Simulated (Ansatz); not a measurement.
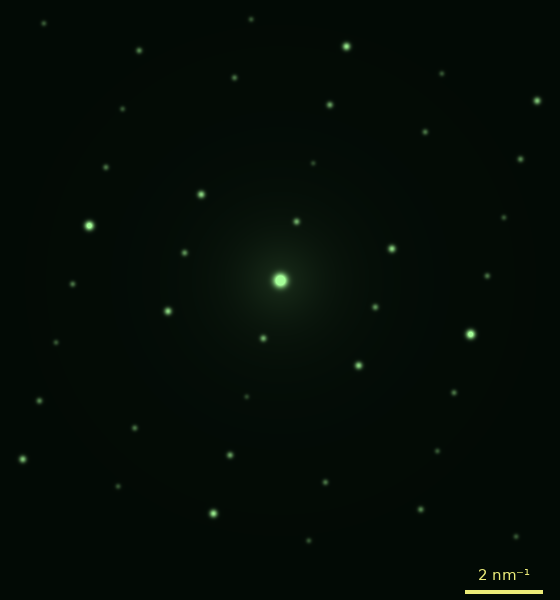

Simulated selected-area electron diffraction pattern (200 kV, kinematic approximation, thin crystal, B = 0.3 Å² for all atoms).

Phase: Lu₂TiS₄, space group Fd-3m (No. 227), a = 10.92 Å. Structure: the end point of a relaxation with DFT, PAW plane waves, r2scan+U (Ansatz); the starting structure was generated, so it need not be a known form of this composition.

```
S Lu Ti
1.0
    10.91556    0.00000    0.00000
     0.00000   10.91556    0.00000
     0.00000    0.00000   10.91556
S Lu Ti
32 16 8
Direct
  0.37959 0.87959 0.37959
  0.37041 0.12959 0.12959
  0.62041 0.12041 0.37959
  0.12959 0.37041 0.12959
  0.87959 0.12041 0.12041
  0.37041 0.37041 0.37041
  0.12041 0.87959 0.12041
  0.12959 0.12959 0.37041
  0.37959 0.37959 0.87959
  0.37041 0.62959 0.62959
  0.62041 0.62041 0.87959
  0.12959 0.87041 0.62959
  0.87959 0.62041 0.62041
  0.37041 0.87041 0.87041
  0.12041 0.37959 0.62041
  0.12959 0.62959 0.87041
  0.87959 0.87959 0.87959
  0.87041 0.12959 0.62959
  0.12041 0.12041 0.87959
  0.62959 0.37041 0.62959
  0.37959 0.12041 0.62041
  0.87041 0.37041 0.87041
  0.62041 0.87959 0.62041
  0.62959 0.12959 0.87041
  0.87959 0.37959 0.37959
  0.87041 0.62959 0.12959
  0.12041 0.62041 0.37959
  0.62959 0.87041 0.12959
  0.37959 0.62041 0.12041
  0.87041 0.87041 0.37041
  0.62041 0.37959 0.12041
  0.62959 0.62959 0.37041
  0.12500 0.12500 0.12500
  0.62500 0.87500 0.37500
  0.87500 0.87500 0.12500
  0.37500 0.12500 0.37500
  0.12500 0.62500 0.62500
  0.62500 0.37500 0.87500
  0.87500 0.37500 0.62500
  0.37500 0.62500 0.87500
  0.62500 0.12500 0.62500
  0.12500 0.87500 0.87500
  0.37500 0.87500 0.62500
  0.87500 0.12500 0.87500
  0.62500 0.62500 0.12500
  0.12500 0.37500 0.37500
  0.37500 0.37500 0.12500
  0.87500 0.62500 0.37500
  0.00000 0.00000 0.50000
  0.25000 0.75000 0.25000
  0.00000 0.50000 0.00000
  0.25000 0.25000 0.75000
  0.50000 0.00000 0.00000
  0.75000 0.75000 0.75000
  0.50000 0.50000 0.50000
  0.75000 0.25000 0.25000
```

> Measure the pattern against the scale bar and name the zone.

The spots form a rectangular net whose two shortest vectors correspond to d = 6.30 Å and 3.86 Å, 90.0° apart. They index as -1 1 1 and 0 -2 2, so the zone axis is [211] (or an equivalent direction of <211>).

> Which reflections of this zone are missing, and why?

The lattice centring (F) removes all reflections that break h + k = 2n, h + l = 2n; a glide plane extinguishes reflections such as 2 -4 0, 2 0 -4. In a thicker crystal double diffraction can put intensity into those places emptied by glide planes or screw axes that lie on the net of the visible spots, but never into those emptied by centring.

> List the strongest reflections.

Strongest reflections with d > 1.47 Å, one of each family (|F|² from tabulated Gaussian fits of the electron scattering factors, times a small damping for the curvature of the Ewald sphere):

| hkl | d (Å) | I (strongest = 100) |
| --- | --- | --- |
| 0 4 -4 | 1.930 | 100 |
| 4 -4 -4 | 1.576 | 36 |
| 1 1 -3 | 3.291 | 25 |
| 1 -1 -1 | 6.302 | 10 |
| 3 -3 -3 | 2.101 | 9 |
| 0 2 -2 | 3.859 | 6 |
